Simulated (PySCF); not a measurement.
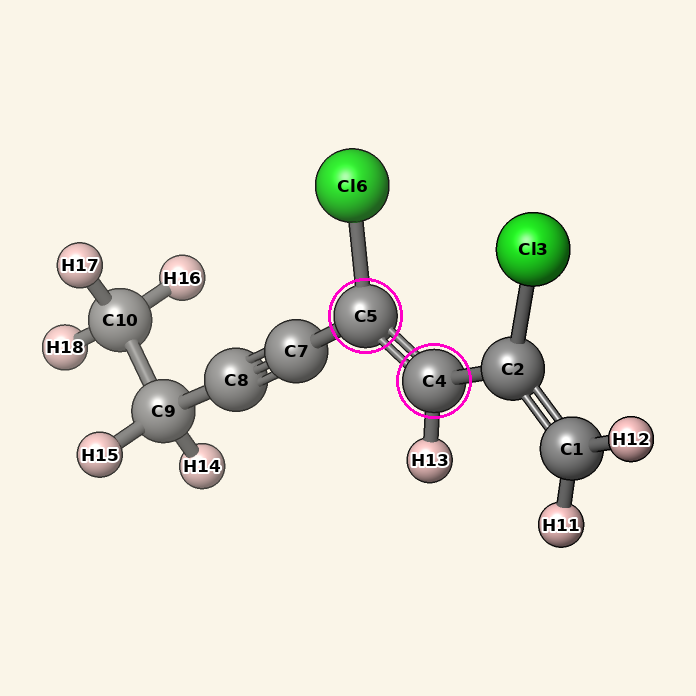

Atoms fade into the background with distance from the viewer. Circles mark the stereogenic atoms. The geometry was computed by an optimisation with PBE0-D3(BJ)/def2-SVP. No frequency run is at hand to confirm it as a minimum.

Q: What are the Cahn–Ingold–Prelog descriptors?

A: C4=C5: Z.
